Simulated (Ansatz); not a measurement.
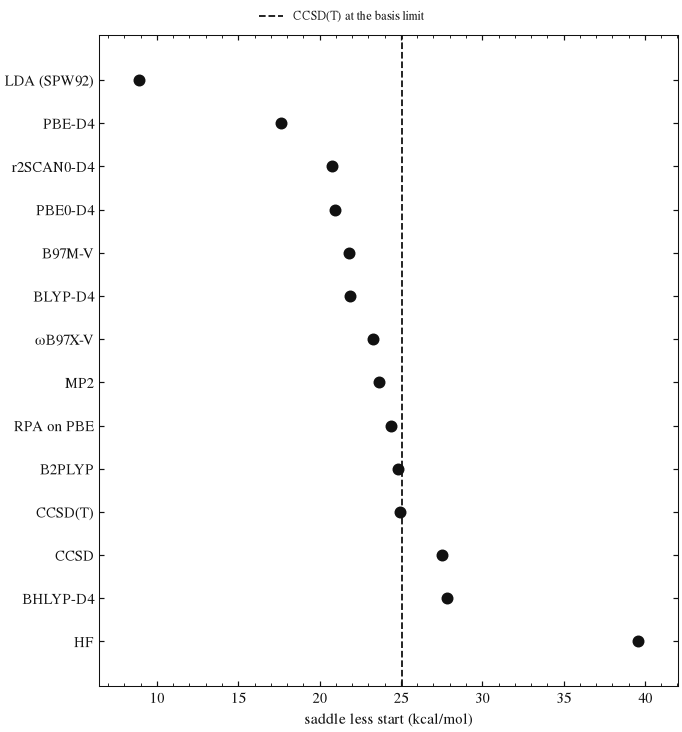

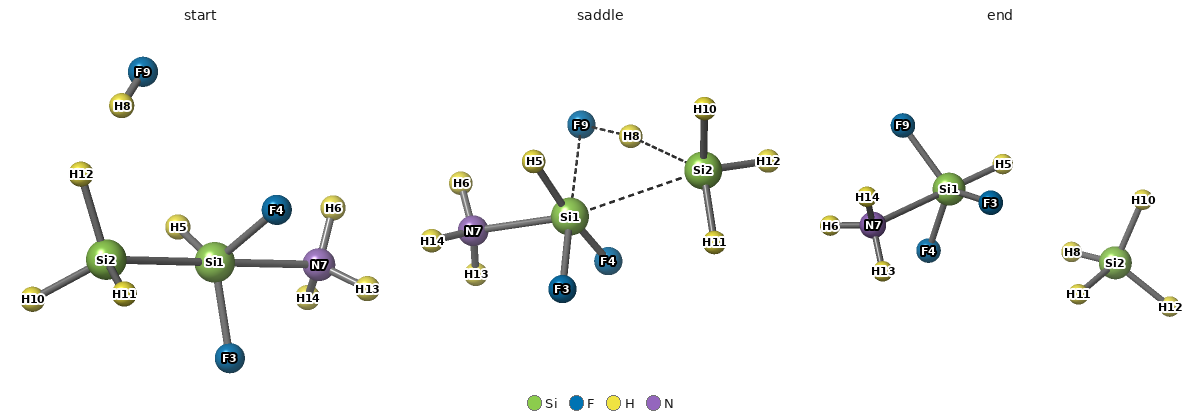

Height of the saddle over the start in one step of Si₂NH₈F₃ at several levels. In the step Si1–F9 (3.39 → 2.05 → 1.61 Å) and Si2–H8 (2.68 → 1.90 → 1.48 Å) form; Si1–Si2 (2.37 → 2.61 → 4.07 Å) and H8–F9 (0.93 → 1.12 → 5.13 Å) break (lengths at start, saddle and end; changes of bond order aren't listed). Electronic energies at PBE0-D4/def2-TZVP geometries, energies in def2-TZVPP, the Ansatz code 0.2.0; cores frozen in correlated methods, no zero-point terms. Start and end are the structures at the ends of the path (complexes, where there are several molecules). The line is the MP2 basis limit plus CCSD(T) less MP2 in triple zeta. RPA on PBE and B2PLYP hold a correlation term that converges slowly with the basis, so part of the distance to the limit is basis error. No dispersion term is added to B2PLYP. The distance of MP2, CCSD(T) and CCSD to the limit includes basis error.

**What range do the values span, the line included?**

From 8.9 kcal/mol (LDA (SPW92)) to 39.6 kcal/mol (HF).

**Give the values.**

```tsv
level	kcal/mol	less CCSD(T) at the basis limit
LDA (SPW92)	8.9	−16.2
PBE-D4	17.6	−7.5
r2SCAN0-D4	20.8	−4.3
PBE0-D4	21.0	−4.1
B97M-V	21.8	−3.3
BLYP-D4	21.9	−3.2
ωB97X-V	23.3	−1.8
MP2	23.7	−1.4
RPA on PBE	24.4	−0.7
B2PLYP	24.8	−0.3
CCSD(T)	24.9	−0.1
CCSD	27.5	2.4
BHLYP-D4	27.8	2.7
HF	39.6	14.5
CCSD(T) at the basis limit	25.1	0.0
```
